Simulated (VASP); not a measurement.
Band structure of CsPbCl3 (cubic perovskite). Method: optB88-vdW, VASP's PBE PAW potentials (set 64) (plane waves; VASP).

Unless said otherwise, spin-orbit coupling is left out, though it shifts the bands of the heavy elements here.

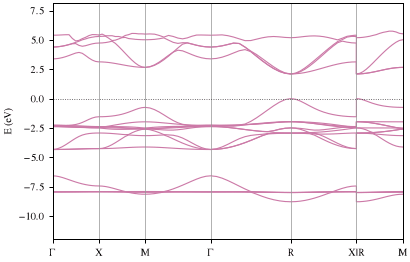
*Bands along high-symmetry lines, zero at the valence-band maximum or, without a gap, the Fermi level*

Question: Read the plot: is there a gap, and where are the band edges?

Answer: The gap is direct, 2.10 eV, from the valence maximum at R to the conduction minimum at R. (Edges off the drawn lines would not show.)

The compound is CsPbCl3 in the cubic perovskite structure, the ideal cubic form; the compound distorts at low or room temperature. It was relaxed first.
